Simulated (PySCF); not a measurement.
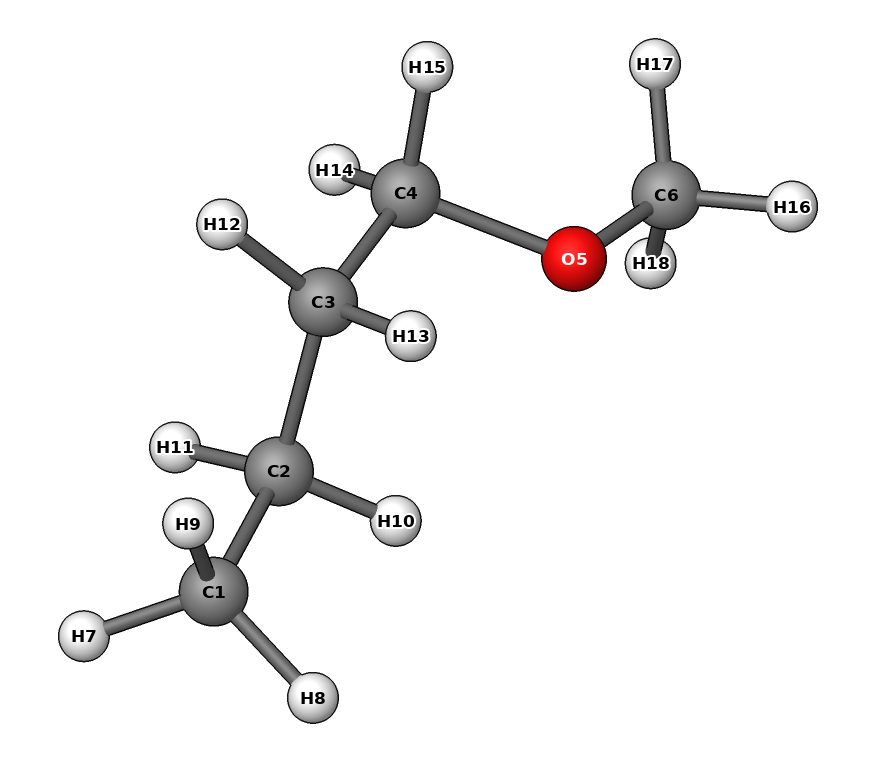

The questions are on isotropic NMR shieldings of the H atoms. Geometry: a frame of a GFN2-xTB molecular-dynamics simulation, not a minimum. Method: GIAO PBE0/pcSseg-1 NMR shielding, non-relativistic, gas phase (PySCF 2.14.0).

List the isotropic NMR shieldings of the H atoms.

| atom | σ (ppm) |
| --- | --- |
| H7 | 28.61 |
| H8 | 27.96 |
| H9 | 30.66 |
| H10 | 29.57 |
| H11 | 29.49 |
| H12 | 28.24 |
| H13 | 30.44 |
| H14 | 28.24 |
| H15 | 27.32 |
| H16 | 28.11 |
| H17 | 28.33 |
| H18 | 26.27 |
